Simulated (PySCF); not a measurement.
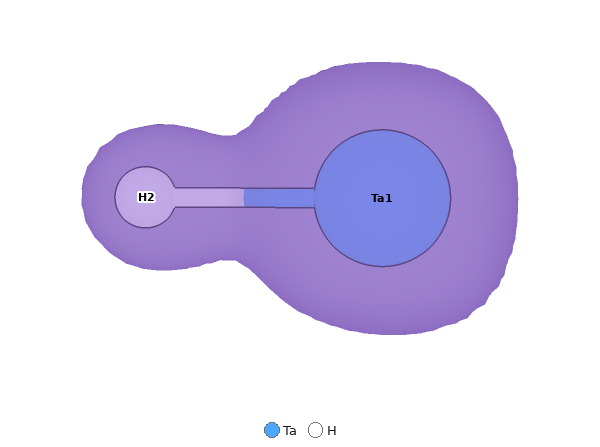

The picture shows: TaH (charge −1, quartet). Isosurface of the electron density at 0.4 e/Å³ (purple), seen from one side.

Core potentials replace the inner electrons of Ta.

The calculation used PBE0/def2-TZVPPD, non-relativistic Hamiltonian with scalar-relativistic core potentials where named, at a bond length of 1.837 Å (PySCF).

> Which contacts does the surface bridge?

At this value the surface is in one piece. It bridges the sampled Ta–H (1.84 Å) contact, where the density stays above the isovalue. On the grid the lowest density along these lines, outside the cores, is 0.63 e/Å³ (Ta–H, 1.84 Å).
